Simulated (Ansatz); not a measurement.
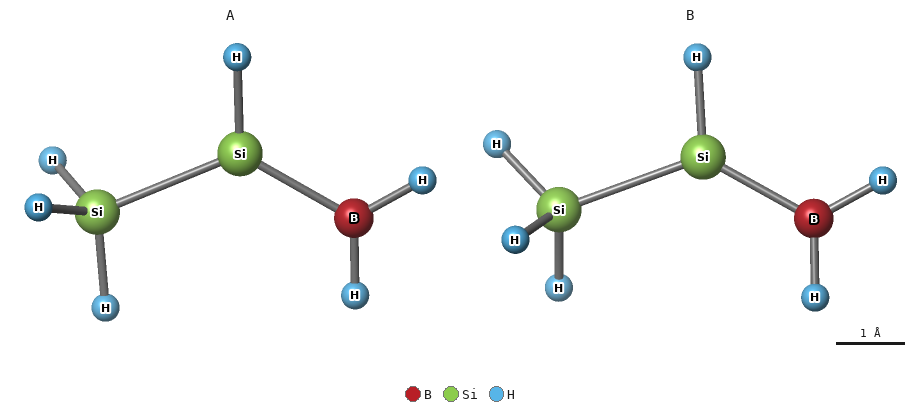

Two geometries of BSi₂H₆ (multiplicity 2), drawn at one scale. One is the start of a relaxation, the other its converged end. The picture is a ball-and-stick view, seen face on.

Level of theory: UKS B3LYP/6-31G* (Ansatz). Set-up: collinear spin; force threshold 0.015 eV/Å; at most 40 steps.

Q: Which of the two is the end point?

A: Structure A is the relaxed one. The run prepares an end point of a later path (torsion) calculation, from a guessed geometry. An H atom moves most after the best rigid fit: 0.59 Å. Largest moves by element: H 0.59 Å, B 0.16 Å, Si 0.16 Å. Some distances before and after: B–Si 1.894 → 1.950 Å, Si–Si 2.306 → 2.340 Å, H–Si 1.470 → 1.490 Å, B–H 1.177 → 1.194 Å. Among the angles between lasting bonds that change: Si–Si–H 106.7° → 112.7°, B–Si–Si 131.2° → 126.5°, Si–Si–H 114.5° → 110.8°. Groups turn about Si–Si by about 40°. Over 14 accepted moves (16 points after the start) the energy falls by 0.109 eV. Largest force component: 0.8 eV/Å at the start, 0.014 eV/Å at the end. The line search rejected the trial steps at points 5, 14 of the run. The forces were under the threshold at step 7, but the run went on from there. Cost: 41 s on 1 thread of Intel(R) Xeon(R) 6975P-C (Granite Rapids), on a shared host, peak memory 0.19 GiB.
